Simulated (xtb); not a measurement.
Geometry relaxation, with input and output: C$_{2}$H$_{6}$In (part 4 of 4)

The same run, continued: C$_{2}$H$_{6}$In, multiplicity 2, SMILES [CH2][InH][CH3]; GFN2-xTB (xtb 6.7.1). 

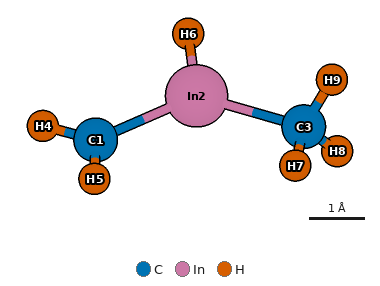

*The geometry at step 14 of the log (ball-and-stick view, seen at a tilt; atoms are numbered from 1 in the order of the input).*

## Trajectory as extended XYZ, continued
```
9
Properties=species:S:1:pos:R:3 step=12 energy=-228.58380
C    -0.4428    0.4491   -2.0324
In    0.7105    0.0396   -0.2434
C    -0.2129   -0.3746    1.7305
H    -0.0146    0.6418   -3.0077
H    -1.5264    0.4727   -2.0153
H     2.4384    0.0544   -0.4523
H    -1.2957   -0.3186    1.6153
H     0.0598   -1.3688    2.0839
H     0.1080    0.3578    2.4709
9
Properties=species:S:1:pos:R:3 step=13 energy=-228.58380
C    -0.4428    0.4492   -2.0326
In    0.7101    0.0393   -0.2434
C    -0.2130   -0.3746    1.7307
H    -0.0142    0.6425   -3.0076
H    -1.5264    0.4727   -2.0158
H     2.4380    0.0535   -0.4526
H    -1.2957   -0.3186    1.6159
H     0.0597   -1.3688    2.0843
H     0.1084    0.3581    2.4707
9
Properties=species:S:1:pos:R:3 step=14 energy=-228.58381
C    -0.4429    0.4494   -2.0329
In    0.7096    0.0375   -0.2437
C    -0.2130   -0.3743    1.7311
H    -0.0134    0.6459   -3.0069
H    -1.5265    0.4728   -2.0170
H     2.4374    0.0492   -0.4537
H    -1.2957   -0.3182    1.6172
H     0.0595   -1.3682    2.0856
H     0.1092    0.3592    2.4699
9
Properties=species:S:1:pos:R:3 step=15 energy=-228.58381
C    -0.4429    0.4499   -2.0332
In    0.7088    0.0359   -0.2440
C    -0.2130   -0.3740    1.7316
H    -0.0125    0.6494   -3.0063
H    -1.5265    0.4726   -2.0184
H     2.4364    0.0445   -0.4548
H    -1.2957   -0.3177    1.6185
H     0.0595   -1.3675    2.0871
H     0.1100    0.3604    2.4692
9
Properties=species:S:1:pos:R:3 step=16 energy=-228.58381
C    -0.4429    0.4503   -2.0335
In    0.7082    0.0349   -0.2443
C    -0.2129   -0.3738    1.7319
H    -0.0120    0.6516   -3.0059
H    -1.5266    0.4724   -2.0195
H     2.4358    0.0413   -0.4552
H    -1.2958   -0.3175    1.6194
H     0.0599   -1.3670    2.0878
H     0.1104    0.3610    2.4690
```

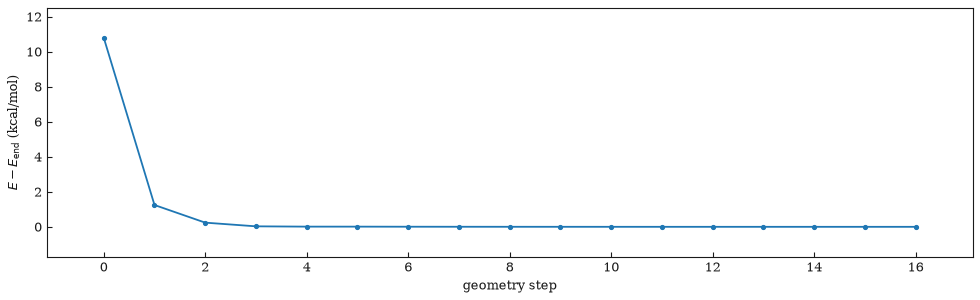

*Progress of the relaxation, step by step (steps are counted from 0).*

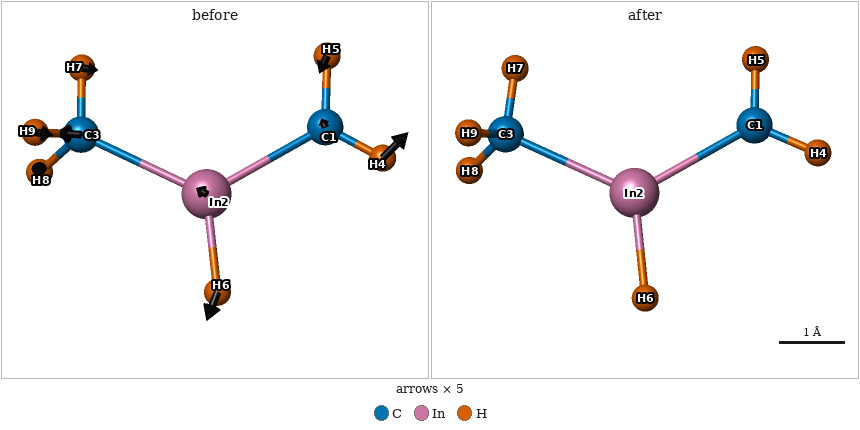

*Before (left) and after (right) the relaxation, at one scale (ball-and-stick view, seen at a tilt). The black arrows give the displacements, magnified 5 times.*

The largest move after the best rigid fit is that of H4, 0.11 Å. Largest moves by element: H 0.11 Å, C 0.09 Å, In 0.04 Å. Among the contacts that change: In2–H6 1.626 → 1.740 Å, C3–H8 1.200 → 1.090 Å, C1–H5 1.162 → 1.084 Å, C3–H9 1.155 → 1.090 Å. Among the angles that change: In2–C3–H7 115.9° → 108.1°, H7–C3–H8 102.6° → 109.2°, In2–C3–H9 116.9° → 110.8°. The energy falls by 10.8 kcal/mol in 16 geometry steps. (Atoms are counted from 1 in the order of the input.)

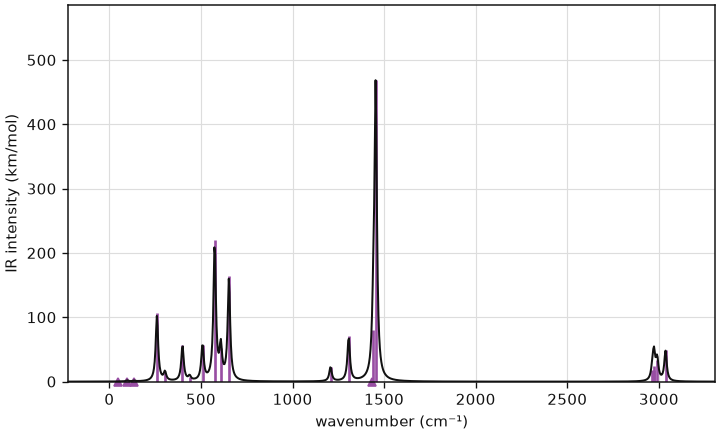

*Harmonic infrared spectrum, unscaled: sticks (degenerate modes added up, dark ones marked on the axis) with a Lorentzian envelope of 16 cm⁻¹ full width, scaled to the tallest stick.*

21 modes from 47 to 3036 cm⁻¹, none imaginary. The strongest line is at 1454 cm⁻¹ (469 km/mol).

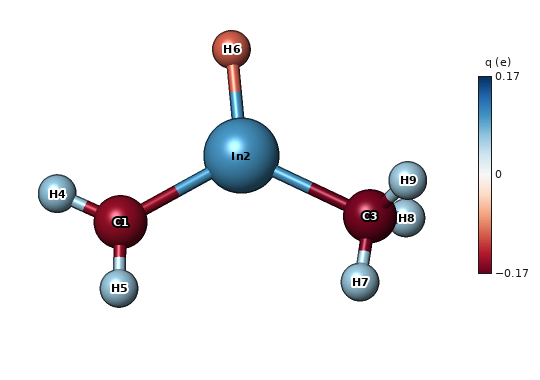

*Mulliken charges, as the colour of each atom (ball-and-stick view, seen at a tilt; atoms are numbered from 1 in the order of the input).*

By element: C −0.16 to −0.15, In +0.10 and H −0.10 to +0.07 e.

The run was set up as follows.

## Input (input.xyz)
```
9

C     -0.41549000     0.44192000    -2.04767000
In     0.73188000     0.06324000    -0.27209000
C     -0.19737000    -0.32954000     1.65653000
H      0.06093000     0.59530000    -2.93796000
H     -1.57714000     0.48168000    -2.04191000
H      2.34434000     0.09498000    -0.47654000
H     -1.30132000    -0.34298000     1.66704000
H      0.08255000    -1.41928000     2.07336000
H      0.09582000     0.36802000     2.52885000
```

## File .CHRG
```
0
```

## File .UHF
```
1
```

Launched with:
```bash
xtb input.xyz --gfn 2 --ohess vtight | tee input.out
```

## Summary

| quantity | value |
| --- | --- |
| outcome | converged |
| electrons treated | 17 |
| total energy | −8.400300 hartree |
| dispersion energy | −0.003434 hartree |
| basis functions | 24 |
| zero-point energy | 0.058792 hartree |
| dipole moment | 1.48 D |
| wavenumbers, lowest and highest | 47 and 3036 cm⁻¹ |
| hardware | 1 thread of Intel Xeon @ 2.50GHz (Skylake/Cascade Lake), 189 GiB of memory available, shared host |
| wall time | 0.55 s |
| peak memory | 0.072 GiB |

Settings chosen away from the usual ones: method = gfn2-xtb; task = optfreq; opt_level = vtight; x = {}; partner = base. The record of the run, not the program, notes: no spin polarisation: high-spin states lie too high.
